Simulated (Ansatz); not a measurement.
The starting structures come from a database of crystals and need not be the phases stable at ambient conditions.

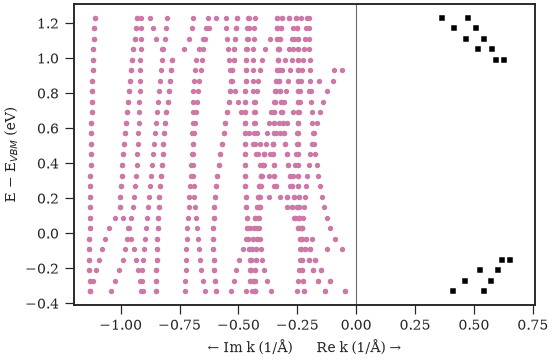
Figure: Complex bands at the centre of the two-dimensional zone; r2SCAN (Ansatz, a first-principles code)

No gap correction and no spin-orbit coupling; mid-gap values are interpolated between computed energies.

Problem. This is Ga₃Os (P4_2/mnm, not sure to be the ambient phase, 16 atoms a cell, 17.9 Å³ an atom) along the normal of (110). Read off the slowest decay at the centre of the two-dimensional zone at 0.45 eV, the computed energy nearest the middle of the gap.

Solution. κ ≈ 0.17 1/Å, a decay length 1/(2κ) of the density of 2.9 Å.
